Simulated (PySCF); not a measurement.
Input file:

```
{"job": {"kind": "nmr", "xc": "PBE0", "basis": "pcSseg-1"}, "charge": 0, "multiplicity": 1}
O     -2.446273     1.728373    -0.031335
C     -1.552927     0.925642     0.009045
C     -0.113397     1.192061    -0.192192
C      0.607176     0.068115    -0.078580
C      2.074927    -0.119668    -0.206347
F      2.717334     1.057052    -0.477601
C     -0.276385    -1.097758     0.214939
O      0.083943    -2.234799     0.366963
C     -1.688799    -0.564001     0.278842
H      0.266096     2.176899    -0.401801
H      2.493634    -0.519582     0.725814
H      2.301947    -0.817323    -1.022307
H     -2.139264    -0.750388     1.255267
H     -2.328691    -1.045096    -0.462873
```

Command:

```sh
OMP_NUM_THREADS=1 python probes_run.py task.json out
```

Geometry: GFN2-xTB.

Computed with PySCF, PBE0/pcSseg-1, SCF density, gas phase, non-relativistic.

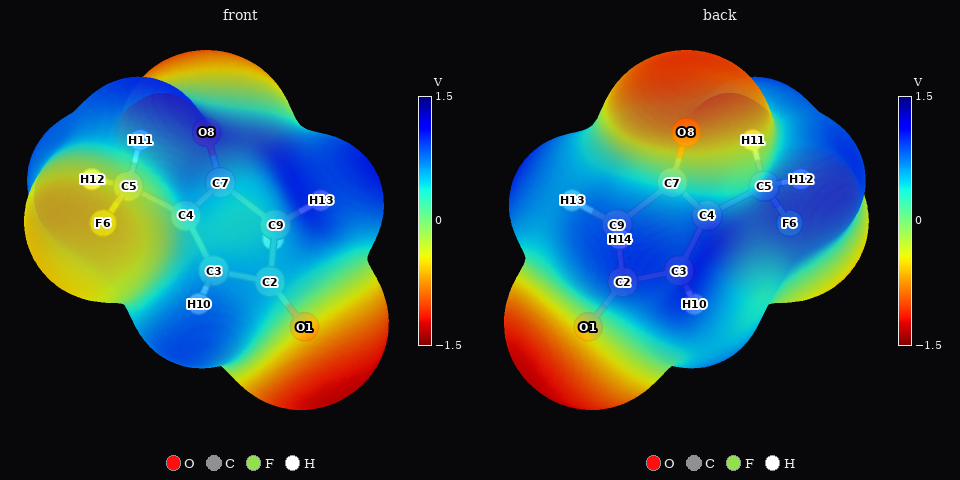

C6H5FO2. The molecular electrostatic potential painted on the density surface at 0.001 e/bohr³, seen from the front and from behind; red is negative and blue positive.

Where is the surface potential most negative and most positive?

The most negative region (about −1.3 V, or −30 kcal/mol for a unit charge) lies over O1, the most positive (about +1.1 V, or +25 kcal/mol for a unit charge) over the C and H atoms. O1 is the likeliest acceptor of a hydrogen bond.
